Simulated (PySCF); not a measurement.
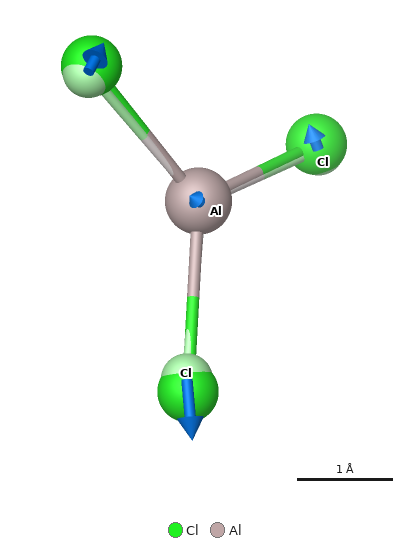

A relaxation of AlCl3. The starting structure is drawn faded, the final one solid; blue arrows show the displacements, magnified 5 times. The two geometries are superimposed by the best rigid fit.

The picture is a ball-and-stick view, seen from a free direction.

The start comes from GFN2-xTB. Its atoms were then displaced at random by about 0.03 Å.

These are results of PBE0-D3(BJ)/def2-SVP geometry optimisation, gas phase (PySCF), not measurements. 

Question: Which element moves most?

Answer: Chlorine: up to 0.13 Å, against 0.04 Å for aluminium.

Question: What happened in the run?

Answer: After 6 geometry steps the energy has fallen by 21.2 kJ/mol. The atom that moves furthest after the best rigid fit is a Cl atom (0.13 Å). Largest moves by element: Cl 0.13 Å, Al 0.04 Å. Some distances before and after: Al–Cl 1.948 → 2.080 Å, Al–Cl 2.115 → 2.078 Å, Al–Cl 2.055 → 2.077 Å. Among the angles between lasting bonds that change: Cl–Al–Cl 115.8° → 120.4°, Cl–Al–Cl 123.2° → 119.5°. Cost: 9.6 s on 1 thread of Intel(R) Xeon(R) Platinum 8488C, on a shared host.
